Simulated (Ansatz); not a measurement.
**SiN2H4: functionals against CCSD(T) at one geometry**

A test off equilibrium: a structure displaced at random from a GFN2-xTB minimum is computed at several levels, and each is set against CCSD(T).

Method: single points in def2-TZVPP; program: Ansatz 0.2.0, Gaussian basis.

Cores are frozen in the correlated methods. B3LYP uses VWN-RPA correlation.

### 1 The starting structure

SMILES `N=[SiH]N`, 7 atoms, charge 0, spin multiplicity 1.

Atoms are counted from 1 here; the program's logs count them from 0.

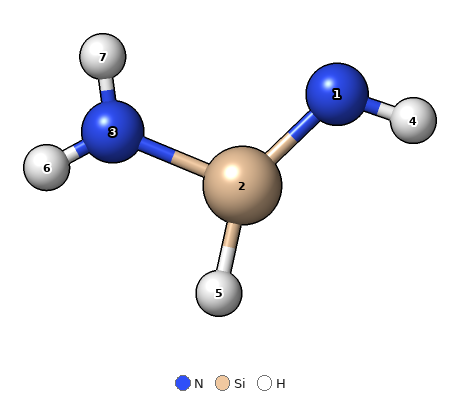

The starting geometry (nitrogen blue, silicon light orange, hydrogen white); atoms are numbered from 1 in the order of the file.

Geometry (Å):

```mol
H4N2Si
  3D, bonds by distance, orders not assigned

  7  6  0  0  0  0  0  0  0  0999 V2000
   -1.1369   -0.8720   -0.9838 N   0  0
   -0.3705    0.4315   -0.2712 Si  0  0
    1.0153   -0.0367    0.7778 N   0  0
   -1.8647   -0.6651   -1.6742 H   0  0
   -0.3353    1.8282   -0.1354 H   0  0
    1.5211    0.5224    1.3675 H   0  0
    1.1793   -0.9675    0.9645 H   0  0
  1  2  8  0
  1  4  8  0
  2  3  8  0
  2  5  8  0
  3  6  8  0
  3  7  8  0
M  END
```

### 2 CCSD(T)/def2-TZVPP

Input file run/in.yaml:

```yaml
crystal:
  periodic: [false, false, false]
  atoms:
    - {symbol: N, position_ang: [-1.136900, -0.872000, -0.983800]}
    - {symbol: Si, position_ang: [-0.370500, 0.431500, -0.271200]}
    - {symbol: N, position_ang: [1.015300, -0.036700, 0.777800]}
    - {symbol: H, position_ang: [-1.864700, -0.665100, -1.674200]}
    - {symbol: H, position_ang: [-0.335300, 1.828200, -0.135400]}
    - {symbol: H, position_ang: [1.521100, 0.522400, 1.367500]}
    - {symbol: H, position_ang: [1.179300, -0.967500, 0.964500]}
basis:
  gaussian: {orbitals: def2-TZVPP}
correlation: {method: ccsd_t}
output: {forces: true}
```

No record of the launch command was kept for these runs.

### 3 PBE0-D4/def2-TZVPP

Changes to run/in.yaml since step 2:

```diff
@@ -12,3 +12,3 @@
   gaussian: {orbitals: def2-TZVPP}
-correlation: {method: ccsd_t}
-output: {forces: true}
+hamiltonian: {xc: pbe0, dispersion: d4}
+output: {forces: true, orbitals: {seedname: orbitals}}
```

### 4 wB97M-V/def2-TZVPP

Changes to run/in.yaml since step 3:

```diff
@@ -12,3 +12,3 @@
   gaussian: {orbitals: def2-TZVPP}
-hamiltonian: {xc: pbe0, dispersion: d4}
-output: {forces: true, orbitals: {seedname: orbitals}}
+hamiltonian: {xc: {name: wB97M-V}}
+output: {forces: true}
```

### 5 r2SCAN-D4/def2-TZVPP

Changes to run/in.yaml since step 4:

```diff
@@ -12,3 +12,3 @@
   gaussian: {orbitals: def2-TZVPP}
-hamiltonian: {xc: {name: wB97M-V}}
+hamiltonian: {xc: r2scan, dispersion: d4}
 output: {forces: true}
```

### 6 PBE-D4/def2-TZVPP

Changes to run/in.yaml since step 5:

```diff
@@ -12,3 +12,3 @@
   gaussian: {orbitals: def2-TZVPP}
-hamiltonian: {xc: r2scan, dispersion: d4}
+hamiltonian: {xc: pbe, dispersion: d4}
 output: {forces: true}
```

### 7 B3LYP-D4/def2-TZVPP

Changes to run/in.yaml since step 6:

```diff
@@ -12,3 +12,3 @@
   gaussian: {orbitals: def2-TZVPP}
-hamiltonian: {xc: pbe, dispersion: d4}
+hamiltonian: {xc: {name: B3LYP}, dispersion: d4}
 output: {forces: true}
```

### 8 B97M-V/def2-TZVPP

Changes to run/in.yaml since step 7:

```diff
@@ -12,3 +12,3 @@
   gaussian: {orbitals: def2-TZVPP}
-hamiltonian: {xc: {name: B3LYP}, dispersion: d4}
+hamiltonian: {xc: {name: B97M-V}}
 output: {forces: true}
```

(Steps that only read results are left out.)

Before running it: what results should come out? Wanted: energy less free atoms, CCSD(T)/def2-TZVPP; RMS force component; RMS force error; HOMO and LUMO, PBE0-D4; T1 diagnostic.

As calculated:

```
                                  quantity                                                                                           value
energy less free atoms, CCSD(T)/def2-TZVPP                                                                                  -2183.4 kJ/mol
                       RMS force component                                                            1.778 to 1.877 eV/Å over the methods
                           RMS force error  PBE0-D4 0.161, wB97M-V 0.185, r2SCAN-D4 0.087, PBE-D4 0.172, B3LYP-D4 0.099, B97M-V 0.154 eV/Å
                    HOMO and LUMO, PBE0-D4                                                                              -6.77 and -0.88 eV
                             T1 diagnostic                                                                                           0.018
```

**Reading.** Against CCSD(T) the functionals' energies less atoms differ by -145.2 to -64.0 kJ/mol, PBE-D4 by -145.2 kJ/mol. A larger basis would deepen the CCSD(T) value, while the functionals are nearly converged already, so the order here is not reliable. The forces of r2SCAN-D4 come nearest to CCSD(T), those of wB97M-V are farthest. Frozen-core CCSD(T) forces in triple zeta carry basis errors of their own, and this is one geometry, so small gaps rank nothing.
